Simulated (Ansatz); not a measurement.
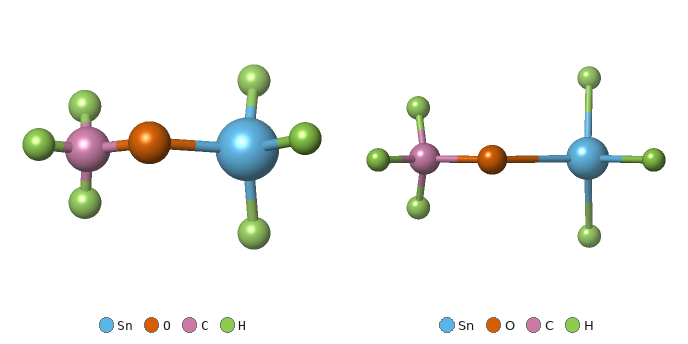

The same structure drawn twice, from different directions.

Computed geometry: PBE0-D4/def2-TZVP optimisation.

Identify the structure.

Formula CH₆OSn. The point group is Cs. Coordination: 1 Sn tetrahedral; 1 O bent; 1 C tetrahedral.

The parts below concern this one geometry. Atoms keep their numbers from picture to picture.

Vibrations

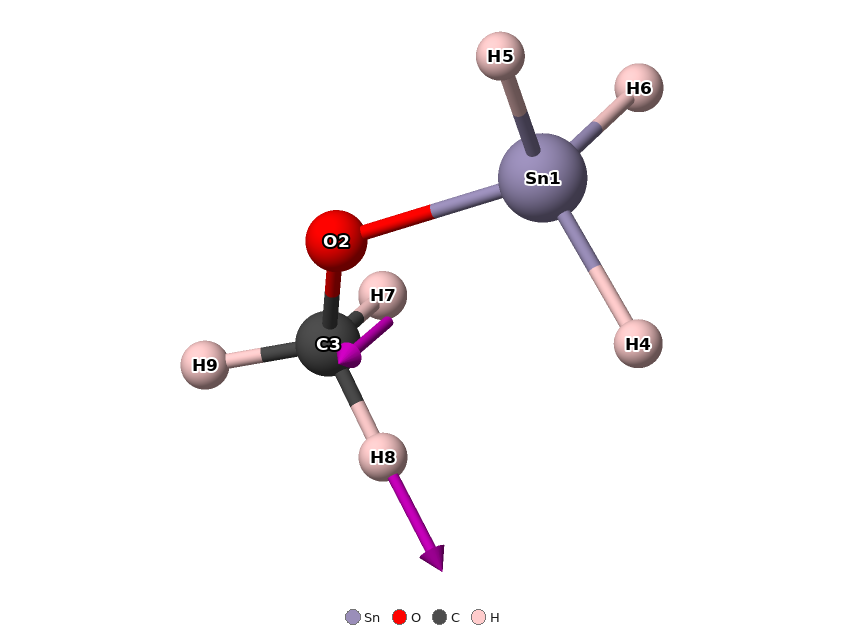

The arrows show one normal mode. Harmonic vibrations computed with RKS PBE0-D4/def2-TZVP, core potentials on Sn (Ansatz 0.2.0) at a stationary point of the same level.

**Describe the motion.**

Mostly out-of-phase stretching of 2 C–H bonds.

**Estimate its harmonic wavenumber.**

3020 cm⁻¹; it is mode 20 of 21 counted from the lowest.

Charges

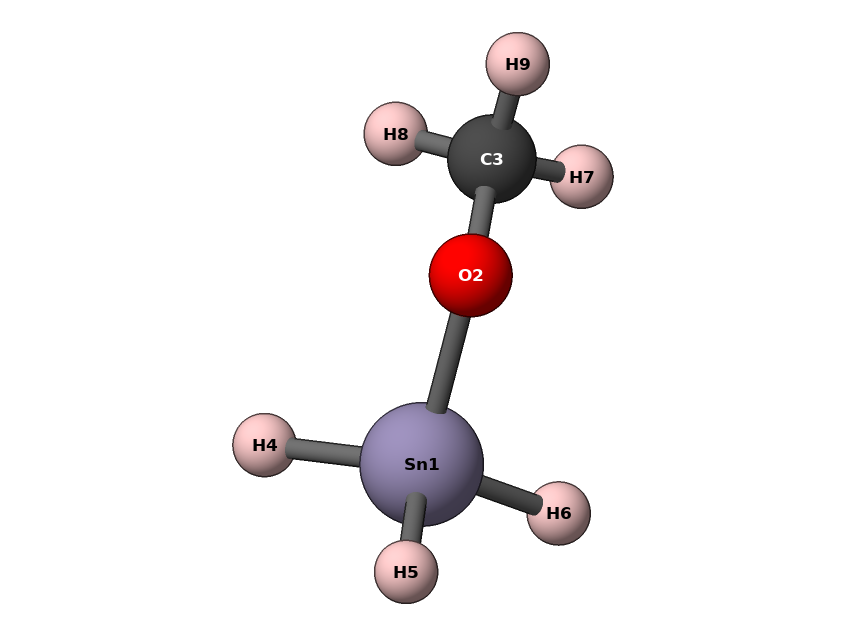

The questions are on Mulliken charges. Method: RKS PBE0-D4/def2-TZVP, core potentials on Sn (Ansatz 0.2.0).

Give the Mulliken charges atom by atom.

| atom | value (e) |
| --- | --- |
| Sn1 | 0.55 |
| O2 | −0.52 |
| C3 | −0.20 |
| H4 | −0.06 |
| H5 | −0.05 |
| H6 | −0.06 |
| H7 | 0.11 |
| H8 | 0.11 |
| H9 | 0.12 |

Dipole moment

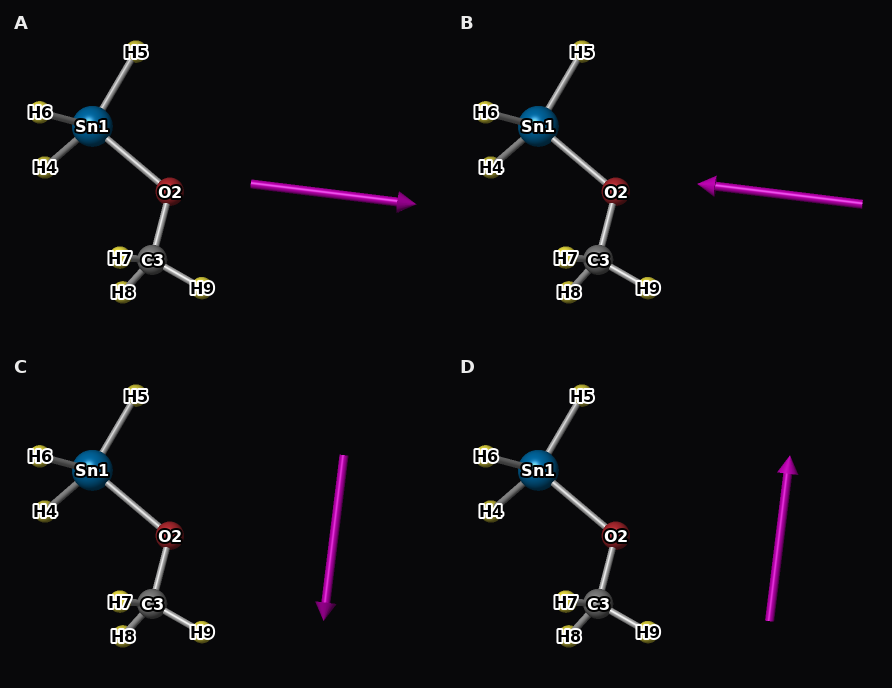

The same molecule four times, each with an arrow. Level of theory: RKS PBE0-D4/def2-TZVP, core potentials on Sn (Ansatz 0.2.0).

**Which arrow points along the dipole moment, from the negative to the positive end?**

B. The dipole moment is 1.41 D; it points from the side of H9 to the side of H4, H6 (the outermost atoms at the two ends).

Mulliken values depend strongly on the basis set and can even reverse the polarity of a bond.
